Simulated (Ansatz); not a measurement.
GaH$_{2}$OCl: several calculations on one system

Part 1: Relaxation

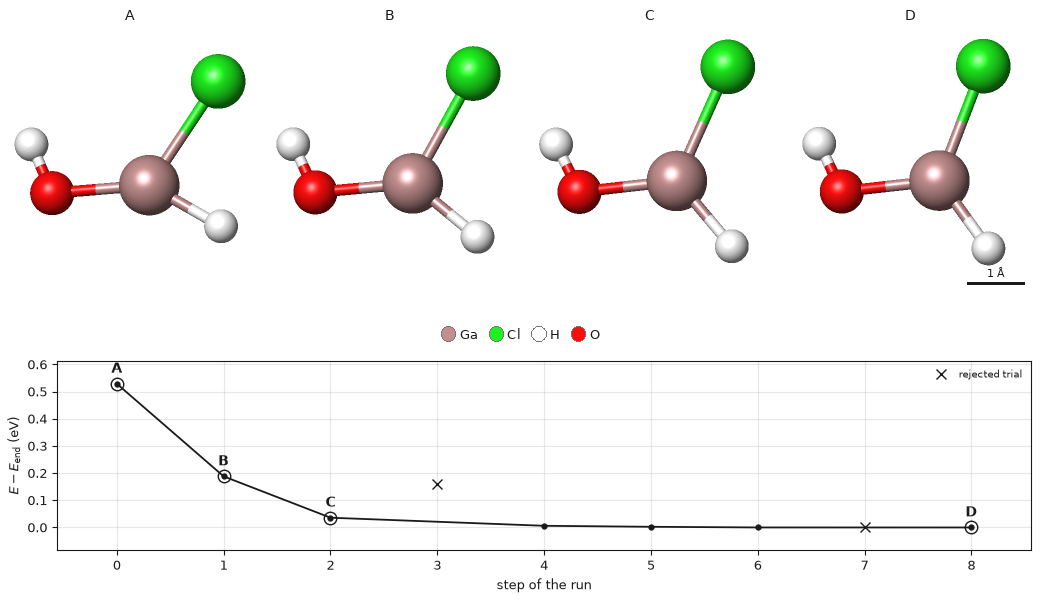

Frames of a relaxation of GaH$_{2}$OCl, marked on the history of the run. A ball-and-stick model, seen at a tilt.

The run prepares an end point of a later path (reaction) calculation, from a guessed geometry.

These are results of Ansatz 0.2.0, RKS revPBE-D4/def2-mTZVP, not measurements. Set-up: no spin polarisation; force threshold 0.03 eV/Å; at most 50 steps.

### Describe the path.

The energy falls by 0.529 eV in 6 accepted moves (8 points after the start). The largest force component goes from 1.2 to 0.0025 eV/Å. The line search rejected the trial steps at points 3, 7 of the run. An H atom moves most after the best rigid fit: 0.45 Å. Largest moves by element: H 0.45 Å, Cl 0.40 Å, Ga 0.20 Å, O 0.18 Å. Near-neighbour distances that change, for instance: Cl–Ga 2.213 → 2.182 Å, Ga–O 1.791 → 1.804 Å, Ga–H 1.550 → 1.557 Å. Bond angles that change, for instance: Cl–Ga–H 86.2° → 122.8°, H–Ga–O 146.9° → 122.0°, Cl–Ga–O 126.9° → 115.2°. From step 0 to 1: an H atom moves most (0.20 Å), energy −0.341 eV. From step 1 to 2: an H atom moves most (0.19 Å), energy −0.152 eV. From step 2 to 8: the Cl atom moves most (0.09 Å), energy −0.036 eV.

```csv
step,"E − E(0), eV","largest force component, eV/Å",note
0,0.0000,1.1971,
1,-0.3408,0.7238,
2,-0.4929,0.6100,
3,-0.3673,3.0356,rejected
4,-0.5227,0.1644,
5,-0.5263,0.1255,
6,-0.5288,0.0363,
7,-0.5288,0.0151,rejected
8,-0.5289,0.0025,
```

Part 2: Relaxation

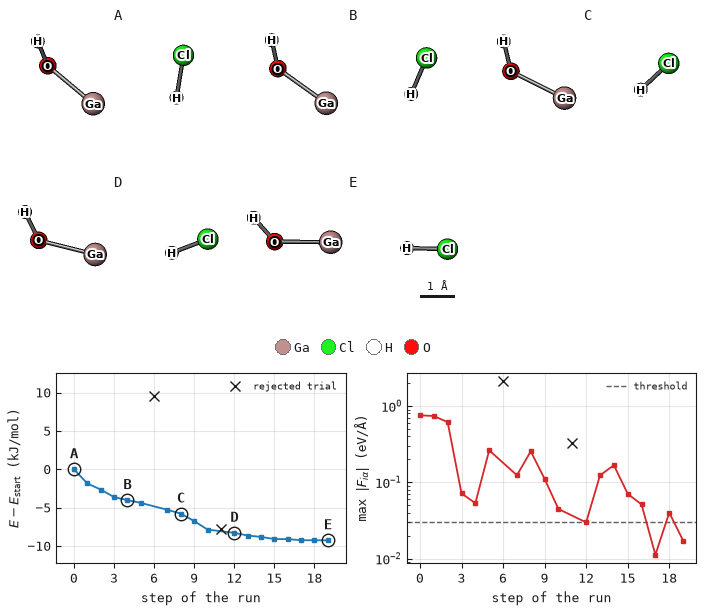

Frames of a relaxation of GaH2OCl, marked on the history of the run. Style: ball-and-stick. Shown at a tilt.

The run prepares an end point of a later path (reaction) calculation, from a guessed geometry.

Method: Ansatz 0.2.0, RKS revPBE-D4/def2-mTZVP.

Input file:
```yaml
crystal:
  periodic: [false, false, false]
  atoms:
    - { symbol: Ga, position_ang: [-0.052544, 0.206517, -0.99891] }
    - { symbol: Cl, position_ang: [1.736273, -0.256291, 1.906266] }
    - { symbol: H, position_ang: [2.133286, 0.189375, 0.70111] }
    - { symbol: O, position_ang: [-1.864881, -0.118208, -0.887049] }
    - { symbol: H, position_ang: [-2.244834, -0.868093, -0.387716] }
basis:
  gaussian: { orbitals: def2-mTZVP }
hamiltonian:
  xc: revpbe
  dispersion: d4
relax:
  f_tol: 0.03
  max_steps: 50
```

Launched with:
```bash
ansatz run input.yaml --threads 2 --pin off --max-ram 3072MiB --backend cpu --events-out ev --progress --plain --runs-dir out
```

What happens along the run?

Answer. The atom that moves furthest after the best rigid fit is Cl2 (1.20 Å). Largest moves by element: Cl 1.20 Å, Ga 0.90 Å, H 0.77 Å, O 0.36 Å. Among the contacts that change: Ga1–Cl2 3.443 → 3.814 Å, Cl2–H3 1.345 → 1.327 Å, Ga1–O4 1.845 → 1.835 Å. Over 17 accepted moves (19 points after the start) the energy falls by 9.26 kJ/mol. The largest force component goes from 0.76 to 0.017 eV/Å. The line search rejected the trial steps at points 6, 11 of the run. The forces were under the threshold at step 12, but the run went on from there. From step 0 to 4: Cl2 moves most (0.30 Å), energy −4.02 kJ/mol. From step 4 to 8: Cl2 moves most (0.28 Å), energy −1.76 kJ/mol. From step 8 to 12: Cl2 moves most (0.37 Å), energy −2.50 kJ/mol. From step 12 to 19: Ga1 moves most (0.39 Å), energy −0.98 kJ/mol.

| step | E − E(0), kJ/mol | largest force component, eV/Å | note |
| --- | --- | --- | --- |
| 0 | 0.00 | 0.7555 |  |
| 1 | -1.83 | 0.7409 |  |
| 2 | -2.64 | 0.6145 |  |
| 3 | -3.61 | 0.0717 |  |
| 4 | -4.02 | 0.0533 |  |
| 5 | -4.38 | 0.2629 |  |
| 6 | 9.58 | 2.1021 | rejected |
| 7 | -5.28 | 0.1238 |  |
| 8 | -5.78 | 0.2549 |  |
| 9 | -6.75 | 0.1110 |  |
| 10 | -7.86 | 0.0447 |  |
| 11 | -7.82 | 0.3266 | rejected |
| 12 | -8.28 | 0.0299 |  |
| 13 | -8.63 | 0.1233 |  |
| 14 | -8.81 | 0.1677 |  |
| 15 | -9.09 | 0.0708 |  |
| 16 | -9.10 | 0.0513 |  |
| 17 | -9.24 | 0.0112 |  |
| 18 | -9.25 | 0.0401 |  |
| 19 | -9.26 | 0.0173 |  |

Limits of the set-up: the start holds two separate molecules, 2.8 Å apart at their closest, whose relative position is a soft coordinate.

Part 3: Path

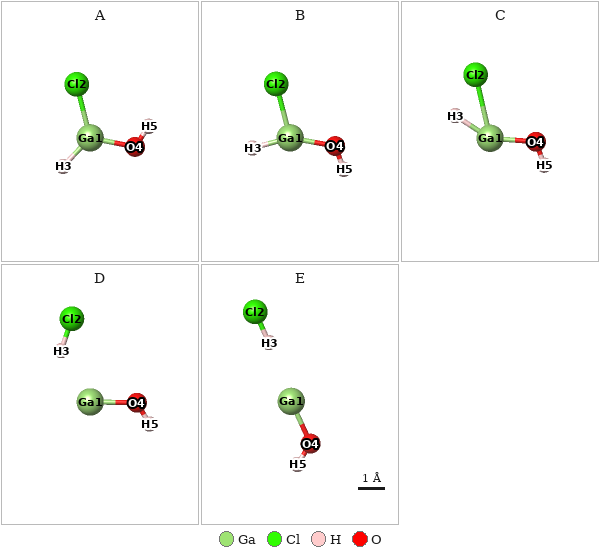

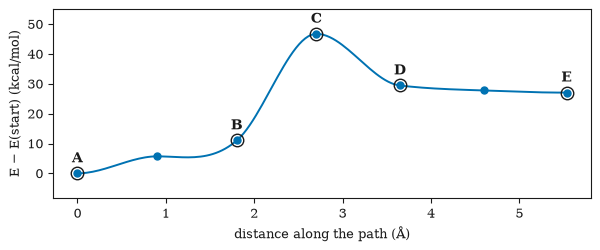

NEB run on GaH$_{2}$OCl. Images are numbered from 0 (start) to 6 (end). Frames A to E are images 0, 2, 3, 4, 6. A ball-and-stick model, seen at a tilt.

Theory: RKS revPBE-D4/def2-mTZVP (Ansatz).

Input file:
```yaml
crystal:
  periodic: [false, false, false]
  atoms:
    - { symbol: Ga, position_ang: [0.464303, -0.062261, -0.027258] }
    - { symbol: Cl, position_ang: [0.506897, -0.26057, 2.145122] }
    - { symbol: H, position_ang: [1.733876, 0.256611, -0.870801] }
    - { symbol: O, position_ang: [-1.154168, -0.294161, -0.788561] }
    - { symbol: H, position_ang: [-1.843607, -0.486319, -0.124803] }
basis:
  gaussian: { orbitals: def2-mTZVP }
hamiltonian:
  xc: revpbe
  dispersion: d4
neb:
  order_check: false
  images: 5
  f_tol: 0.03
  max_iterations: 60
  final_atoms:
    - { symbol: Ga, position_ang: [-0.33628131, -0.18581053, -0.2601207] }
    - { symbol: Cl, position_ang: [2.79131329, 0.19080315, 1.8902652] }
    - { symbol: H, position_ang: [1.72918978, 0.06748853, 1.10460312] }
    - { symbol: O, position_ang: [-1.78949182, -0.36463038, -1.36576757] }
    - { symbol: H, position_ang: [-2.68742894, -0.55455077, -1.03528104] }
  initial_path:
    images:
      - { positions_ang: [[0.464303, -0.062261, -0.027258], [0.506897, -0.26057, 2.145122], [1.733876, 0.256611, -0.870801], [-1.154168, -0.294161, -0.788561], [-1.843607, -0.486319, -0.124803]] }
      - { positions_ang: [[0.30988055, -0.04176854, -0.01852508], [0.85576919, -0.17432789, 2.05719668], [1.74617075, 0.16662347, -0.57286869], [-1.28657937, -0.19424586, -0.82303243], [-1.91794012, -0.60298118, -0.30907149]] }
      - { positions_ang: [[0.1554581, -0.02127608, -0.00979215], [1.20464139, -0.08808578, 1.96927137], [1.7584655, 0.07663594, -0.27493637], [-1.41899075, -0.09433072, -0.85750387], [-1.99227324, -0.71964335, -0.49333997]] }
      - { positions_ang: [[0.00103564, -0.00078362, -0.00105923], [1.55351358, -0.00184367, 1.88134605], [1.77076025, -0.01335159, 0.02299594], [-1.55140212, 0.00558441, -0.8919753], [-2.06660636, -0.83630553, -0.67760846]] }
      - { positions_ang: [[-0.11140334, -0.06245926, -0.08741305], [1.96611349, 0.06237194, 1.8843191], [1.75690343, 0.01359511, 0.38353166], [-1.63076535, -0.11782052, -1.04990606], [-2.27354722, -0.74238728, -0.79683265]] }
      - { positions_ang: [[-0.22384232, -0.1241349, -0.17376688], [2.37871339, 0.12658754, 1.88729215], [1.7430466, 0.04054182, 0.74406739], [-1.71012859, -0.24122545, -1.20783681], [-2.48048808, -0.64846902, -0.91605685]] }
      - { positions_ang: [[-0.33628131, -0.18581053, -0.2601207], [2.79131329, 0.19080315, 1.8902652], [1.72918978, 0.06748853, 1.10460312], [-1.78949182, -0.36463038, -1.36576757], [-2.68742894, -0.55455077, -1.03528104]] }
```

Launched with:
```bash
ansatz run input.yaml --threads 2 --pin off --max-ram 3072MiB --backend cpu --events-out ev --progress --plain --runs-dir out
```

Read off the barrier and say what moves.

The energy climbs by 46.7 kcal/mol to image 3 and then falls by 19.7 kcal/mol, so the end point sits at +27.1 kcal/mol. Breaking: Ga1–Cl2 (2.18 → 2.58 at the top → 3.81 Å), Ga1–H3 (1.56 → 1.64 at the top → 2.49 Å). Forming: Cl2–H3 (3.30 → 1.81 at the top → 1.33 Å). The band converged in 15 iterations. The largest component of the band force went from 3 to 0.024 eV/Å. The climbing image converged on the top of the path. Its vibrational analysis gives one imaginary mode (856i cm⁻¹), as a transition state must have.

The run took 53 s on 2 threads of Intel(R) Xeon(R) 6975P-C (Granite Rapids), with other jobs on the host, peak memory 0.16 GiB.
